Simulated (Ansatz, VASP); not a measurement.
# Cross-check of MnS between VASP and Ansatz

One calculation is typed for both programs; each brings its own data sets and cutoff. How far apart do they land? The start cell is built, not measured: As first built, before any earlier steps moved the atoms: it takes the MnSe structure with some of its atoms replaced by other elements, volume scaled by an estimate. The cell comes out of earlier VASP steps on this material, which relaxed, scaled or displaced it; both programs get it as it stands.

Calculated with Ansatz 0.2.0; plane waves, with VASP 6.6.1 beside it; band structure at r2SCAN, DFT+U and single point at r2SCAN, DFT+U.

### Step 1. The starting structure

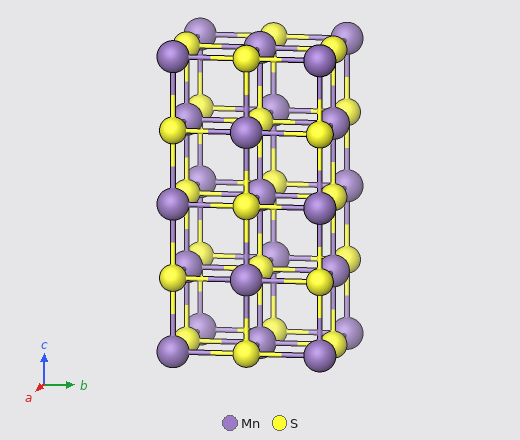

Start, viewed slightly off an axis; manganese light purple, sulfur yellow. 1×1×2 cells are drawn. This picture shows the conventional cell, with its axes. Some periodic images of atoms are drawn too.

As a file:

```xyz
2
Lattice="0.0000 2.6249 2.6249 2.6249 0.0000 2.6249 2.6249 2.6249 0.0000" Properties=species:S:1:pos:R:3 pbc="T T T"
Mn    0.0000    0.0000    0.0000
S     2.6249    2.6249    2.6249
```

### Step 2. VASP: band structure, r2SCAN, DFT+U

Levels along a path test the potential and the projectors away from the mesh points.

Lines of VASP's logs that name or quote its potential files are left out, and so is its time.

INCAR reads:

```
SYSTEM = MnS
PREC = Accurate
ENCUT = 400
EDIFF = 1E-06
NELM = 100
ISMEAR = 0
SIGMA = 0.05
LREAL = .FALSE.
ALGO = Normal
METAGGA = R2SCAN
LASPH = .TRUE.
ISPIN = 2
MAGMOM = 4.593 0.099
LDAU = .TRUE.
LDAUTYPE = 2
LDAUL = 2 -1
LDAUU = 2 0
LDAUJ = 0 0
LDAUPRINT = 1
LMAXMIX = 4
LORBIT = 11
LWAVE = .FALSE.
LCHARG = .FALSE.
```

POSCAR reads:

```
MnS
1.0
    0.0000000000      2.6248614302      2.6248614302
    2.6248614302      0.0000000000      2.6248614302
    2.6248614302      2.6248614302      0.0000000000
Mn S
1 1
Direct
    0.0000000000      0.0000000000      0.0000000000
    0.5000000000      0.5000000000      0.5000000000
```

KPOINTS reads:

```
Automatic mesh
0
Gamma
7 7 7
0 0 0
```

KPOINTS_OPT reads:

```
Line mode
16
Line-mode
Reciprocal
  0.00000000   0.00000000   0.00000000 GAMMA
  0.50000000   0.00000000   0.50000000 X

  0.50000000   0.00000000   0.50000000 X
  0.50000000   0.25000000   0.75000000 W

  0.50000000   0.25000000   0.75000000 W
  0.37500000   0.37500000   0.75000000 K

  0.37500000   0.37500000   0.75000000 K
  0.00000000   0.00000000   0.00000000 GAMMA

  0.00000000   0.00000000   0.00000000 GAMMA
  0.50000000   0.50000000   0.50000000 L

  0.50000000   0.50000000   0.50000000 L
  0.62500000   0.25000000   0.62500000 U

  0.62500000   0.25000000   0.62500000 U
  0.50000000   0.25000000   0.75000000 W

  0.50000000   0.25000000   0.75000000 W
  0.50000000   0.50000000   0.50000000 L

  0.50000000   0.50000000   0.50000000 L
  0.37500000   0.37500000   0.75000000 K

  0.62500000   0.25000000   0.62500000 U
  0.50000000   0.00000000   0.50000000 X
```

PAW data sets: Mn_pv and S (PBE family, release 64).

Started as:

```
> mpirun -np 1 vasp_std
```

Numbers of over 12 decimals in the logs are rounded to 6 here.

The log of the run:

```text
[banner, memory and clock lines left out]
running    1 mpi-ranks, on    1 nodes
 distrk:  each k-point on    1 cores,    1 groups
 distr:  one band on    1 cores,    1 groups

 POSCAR found type information on POSCAR MnS
 POSCAR found :  2 types and       2 ions
|                                                                             |
|               ----> ADVICE to this user running VASP <----                  |
|                                                                             |
|     You enforced a specific xc type in the INCAR file but a different       |
|     [... a line on the potential file left out ...]
|     I HOPE YOU KNOW WHAT YOU ARE DOING!                                     |
|                                                                             |

 LDA part: xc-table for (None), standard interpolation
 POSCAR, INCAR and KPOINTS ok, starting setup
 FFT: planning ... GRIDC
 FFT: planning ... GRID_SOFT
 FFT: planning ... GRID
 WAVECAR not read
 entering main loop
       N       E                     dE             d eps       ncg     rms          rms(c)
DAV:   1     0.110499054662E+03    0.11050E+03   -0.96369E+03  1288   0.110E+03
DAV:   2    -0.224565840922E+02   -0.13296E+03   -0.12688E+03  1347   0.311E+02
DAV:   3    -0.278295127505E+02   -0.53729E+01   -0.53537E+01  1424   0.710E+01
DAV:   4    -0.278964539760E+02   -0.66941E-01   -0.66930E-01  1508   0.814E+00
DAV:   5    -0.278978467482E+02   -0.13928E-02   -0.13928E-02  1498   0.117E+00    0.110E+01
DAV:   6    -0.240127466230E+02    0.38851E+01   -0.10891E+01  1257   0.424E+01    0.130E+01
DAV:   7    -0.243426673128E+02   -0.32992E+00   -0.10436E+00  1221   0.905E+00    0.797E+00
DAV:   8    -0.243652837596E+02   -0.22616E-01   -0.13646E-01  1361   0.498E+00    0.437E+00
DAV:   9    -0.243775517102E+02   -0.12268E-01   -0.38851E-02  1334   0.271E+00    0.669E-01
DAV:  10    -0.243851737794E+02   -0.76221E-02   -0.13252E-02  1340   0.161E+00    0.259E-01
DAV:  11    -0.243860415472E+02   -0.86777E-03   -0.89021E-04  1284   0.309E-01    0.130E-01
DAV:  12    -0.243860638835E+02   -0.22336E-04   -0.74329E-05  1544   0.914E-02    0.707E-02
DAV:  13    -0.243860821157E+02   -0.18232E-04   -0.45256E-05  1389   0.720E-02    0.488E-02
DAV:  14    -0.243860882726E+02   -0.61569E-05   -0.13425E-05  1340   0.513E-02    0.173E-02
DAV:  15    -0.243860896119E+02   -0.13393E-05   -0.32617E-06  1284   0.251E-02    0.475E-03
DAV:  16    -0.243860893824E+02    0.22947E-06   -0.38506E-07   678   0.765E-03
   1 F= -.24386089E+02 E0= -.24386089E+02  d E =-.120125E-15  mag=     5.0000
 Start KPOINTS_OPT (optional k-point list driver)
k-point batch [1-20\160]
       N       E                     dE             ncg
DAV:   1    -0.225703545975E+04   -0.98750E+04     1264
DAV:   2    -0.475423262581E+04   -0.24972E+04     1333
DAV:   3    -0.484231186496E+04   -0.88079E+02     1501
DAV:   4    -0.484346446159E+04   -0.11526E+01     1529
DAV:   5    -0.484349209541E+04   -0.27634E-01     1564
DAV:   6    -0.484349306664E+04   -0.97123E-03     1515
DAV:   7    -0.484349310711E+04   -0.40468E-04     1592
DAV:   8    -0.484349310876E+04   -0.16598E-05     1226
DAV:   9    -0.484349310897E+04   -0.20796E-06     1076
[...]
k-point batch [141-160\160]
       N       E                     dE             ncg
DAV:   1    -0.240448421803E+04   -0.15136E+05     1288
DAV:   2    -0.478810342004E+04   -0.23836E+04     1298
DAV:   3    -0.487782067401E+04   -0.89717E+02     1550
DAV:   4    -0.487896483867E+04   -0.11442E+01     1502
DAV:   5    -0.487898913344E+04   -0.24295E-01     1613
DAV:   6    -0.487898993480E+04   -0.80136E-03     1508
DAV:   7    -0.487898996619E+04   -0.31387E-04     1591
DAV:   8    -0.487898996732E+04   -0.11328E-05     1247
DAV:   9    -0.487898996752E+04   -0.19564E-06     1258
```

OUTCAR, selected parts (step 2):

```text
ion  position               nearest neighbor table
   1  0.000  0.000  0.000-   2 2.62   2 2.62   2 2.62   2 2.62   2 2.62   2 2.62
   2  0.500  0.500  0.500-   1 2.62   1 2.62   1 2.62   1 2.62   1 2.62   1 2.62

  LATTYP: Found a face centered cubic cell.
 ALAT       =     5.2497228604

 Subroutine GETGRP returns: Found 48 space group operations
 (whereof 48 operations were pure point group operations)

The static configuration has the point symmetry O_h .

 Found     20 irreducible k-points:

   k-points           NKPTS =     20   k-points in BZ     NKDIM =     20   number of bands    NBANDS=     15

   dimension x,y,z NGX =    24 NGY =   24 NGZ =   24
   dimension x,y,z NGXF=    48 NGYF=   48 NGZF=   48

   ENCUT  =  400.0 eV  29.40 Ry    5.42 a.u.   6.05  6.05  6.05*2*pi/ulx,y,z

   NELECT =      19.0000    total number of electrons

 k-points in reciprocal lattice and weights: Automatic mesh
   0.00000000  0.00000000  0.00000000       0.003
   0.14285714  0.00000000  0.00000000       0.023
   0.28571429  0.00000000  0.00000000       0.023
   0.42857143  0.00000000  0.00000000       0.023
   0.14285714  0.14285714  0.00000000       0.017
   0.28571429  0.14285714  0.00000000       0.070
   0.42857143  0.14285714  0.00000000       0.070
  -0.42857143  0.14285714  0.00000000       0.070
  -0.28571429  0.14285714  0.00000000       0.070
[...]
-0.42857143  0.42857143  0.14285714       0.070
  -0.28571429  0.42857143  0.14285714       0.070

atom =   1  type =  1  l = 2

 onsite density matrix

spin component  1

  0.9334 -0.0000 -0.0000 -0.0000 -0.0000
 -0.0000  0.9334  0.0000  0.0000  0.0000
 -0.0000  0.0000  0.9540 -0.0000 -0.0000
 -0.0000  0.0000 -0.0000  0.9334  0.0000
 -0.0000  0.0000 -0.0000  0.0000  0.9540

spin component  2

  0.0139  0.0000  0.0000  0.0000 -0.0000
  0.0000  0.0139  0.0000  0.0000 -0.0000
  0.0000  0.0000  0.0745  0.0000 -0.0000
  0.0000  0.0000  0.0000  0.0139  0.0000
 -0.0000 -0.0000 -0.0000  0.0000  0.0745

 occupancies and eigenvectors

  o =  0.0139  v =  0.0000  0.0000  0.0000  0.0000  0.0000  1.0000 -0.0007 -0.0000 -0.0003  0.0000      0.0000  0.0000  0.0000  0.0000  0.0000  0.0000  0.0000  0.0000  0.0000  0.0000
  o =  0.0139  v =  0.0000  0.0000  0.0000  0.0000  0.0000  0.0000  0.3892 -0.0000 -0.9212  0.0000      0.0000  0.0000  0.0000  0.0000  0.0000  0.0000  0.0000  0.0000  0.0000  0.0000
  o =  0.0139  v =  0.0000  0.0000  0.0000  0.0000  0.0000  0.0008  0.9212 -0.0000  0.3892  0.0000      0.0000  0.0000  0.0000  0.0000  0.0000  0.0000  0.0000  0.0000  0.0000  0.0000
  o =  0.0745  v =  0.0000  0.0000  0.0000  0.0000  0.0000  0.0000  0.0000  1.0000  0.0000  0.0032      0.0000  0.0000  0.0000  0.0000  0.0000  0.0000  0.0000  0.0000  0.0000  0.0000
  o =  0.0745  v =  0.0000  0.0000  0.0000  0.0000  0.0000 -0.0000 -0.0000 -0.0032  0.0000  1.0000      0.0000  0.0000  0.0000  0.0000  0.0000  0.0000  0.0000  0.0000  0.0000  0.0000
  o =  0.9334  v =  1.0000  0.0000  0.0000  0.0000  0.0000  0.0000  0.0000  0.0000  0.0000  0.0000      0.0000  0.0000  0.0000  0.0000  0.0000  0.0000  0.0000  0.0000  0.0000  0.0000
  o =  0.9334  v =  0.0000  0.9985  0.0000 -0.0548  0.0000  0.0000  0.0000  0.0000  0.0000  0.0000      0.0000  0.0000  0.0000  0.0000  0.0000  0.0000  0.0000  0.0000  0.0000  0.0000
  o =  0.9334  v =  0.0000  0.0548  0.0000  0.9985 -0.0000  0.0000  0.0000  0.0000  0.0000  0.0000      0.0000  0.0000  0.0000  0.0000  0.0000  0.0000  0.0000  0.0000  0.0000  0.0000
  o =  0.9540  v =  0.0000 -0.0000  0.9999 -0.0000  0.0125  0.0000  0.0000  0.0000  0.0000  0.0000      0.0000  0.0000  0.0000  0.0000  0.0000  0.0000  0.0000  0.0000  0.0000  0.0000
  o =  0.9540  v =  0.0000  0.0000  0.0125 -0.0000 -0.9999  0.0000  0.0000  0.0000  0.0000  0.0000      0.0000  0.0000  0.0000  0.0000  0.0000  0.0000  0.0000  0.0000  0.0000  0.0000

 average (electrostatic) potential at core
       1 -74.1574       2 -88.0093

 E-fermi :   6.2522

 spin component 1
 k-point     1 :       0.0000    0.0000    0.0000
  band No.  band energies     occupation
    ...
      8       1.5348      1.00000
      9       1.5348      1.00000
     10       4.4518      1.00000
     11       4.4519      1.00000
     12       4.4519      1.00000
     13       8.3552      0.00000
     14      15.0440      0.00000
     15      15.0440      0.00000

 k-point     2 :       0.1429    0.0000    0.0000
  band No.  band energies     occupation
    ...
      8       1.5960      1.00000
      9       1.5960      1.00000
     10       3.4472      1.00000
     11       4.7946      1.00000
     12       4.7946      1.00000
     13       9.4682      0.00000
     14      13.8472      0.00000
     15      14.8564      0.00000

 k-point     3 :       0.2857    0.0000    0.0000
  band No.  band energies     occupation
    ...
      8       1.7575      1.00000
      9       1.7576      1.00000
     10       2.5986      1.00000
     11       5.4595      1.00000
     12       5.4595      1.00000
     13      10.1554      0.00000
     14      13.3358      0.00000
     15      13.3358      0.00000

 k-point     4 :       0.4286    0.0000    0.0000
  band No.  band energies     occupation
    ...
      8       1.8929      1.00000
      9       1.8929      1.00000
     10       2.4864      1.00000
     11       5.9653      1.00000
     12       5.9653      1.00000
     13       9.6324      0.00000
     14      12.2033      0.00000
     15      12.2034      0.00000

 k-point     5 :       0.1429    0.1429    0.0000
  band No.  band energies     occupation
    ...
      8       1.5116      1.00000
      9       1.5706      1.00000
     10       4.1023      1.00000
     11       4.2914      1.00000
     12       4.2914      1.00000
     13       9.9709      0.00000
     14      13.7130      0.00000
     15      14.1098      0.00000

 k-point     6 :       0.2857    0.1429    0.0000
  band No.  band energies     occupation
    ...
      8       1.6214      1.00000
      9       1.7653      1.00000
     10       2.9648      1.00000
     11       4.4566      1.00000
     12       5.0165      1.00000
     13      10.8452      0.00000
     14      12.3313      0.00000
     15      13.2758      0.00000

  Total        0.0158008      0.0158008      0.0158008     -0.0000000      0.0000000      0.0000000
  in kB        0.6999058      0.6999058      0.6999058     -0.0000000      0.0000000      0.0000000
  external PRESSURE =       0.6999058 kB  Pullay stress =       0.0000000 kB

  energy-cutoff  :      400.00
  volume of cell :       36.17
      direct lattice vectors                 reciprocal lattice vectors
     0.000000000  2.624861430  2.624861430    -0.190486246  0.190486246  0.190486246
     2.624861430  0.000000000  2.624861430     0.190486246 -0.190486246  0.190486246
     2.624861430  2.624861430  0.000000000     0.190486246  0.190486246 -0.190486246

 POSITION                                       TOTAL-FORCE (eV/Angst)
 -----------------------------------------------------------------------------------
      0.00000      0.00000      0.00000         0.000000     -0.000000      0.000000
      2.62486      2.62486      2.62486         0.000000      0.000000     -0.000000
 -----------------------------------------------------------------------------------
    total drift:                                0.000000     -0.000000     -0.000000

  FREE ENERGIE OF THE ION-ELECTRON SYSTEM (eV)
  ---------------------------------------------------
  free  energy   TOTEN  =       -24.3860893824 eV

  energy  without entropy=      -24.3860893824  energy(sigma->0) =      -24.38608938

 total charge
# of ion       s       p       d       tot
------------------------------------------
    1        0.215   6.156   4.882  11.252
    2        1.308   2.487   0.000   3.796
--------------------------------------------------
tot          1.523   8.643   4.882  15.048

 magnetization (x)
# of ion       s       p       d       tot
------------------------------------------
    1        0.049   0.035   4.508   4.593
    2        0.025   0.074   0.000   0.099
--------------------------------------------------
tot          0.073   0.110   4.508   4.691

[... 6 further parts left out ...]
```

The run ends at a pressure of 0.07 GPa.

[end of part 1 of 2]

[Lines on the potential files, build, host, timing and source positions are cut from VASP's logs without a mark.]

[Logs are printed without paths, hosts, clocks, repeated set-up lines and the standing remarks that a program may print on its own settings, such as how far it seeks lower states.]

[Hosts, paths, dates, database ids (printed as entryN), source tags and the programs' standing remarks are cut or masked in the printed files.]
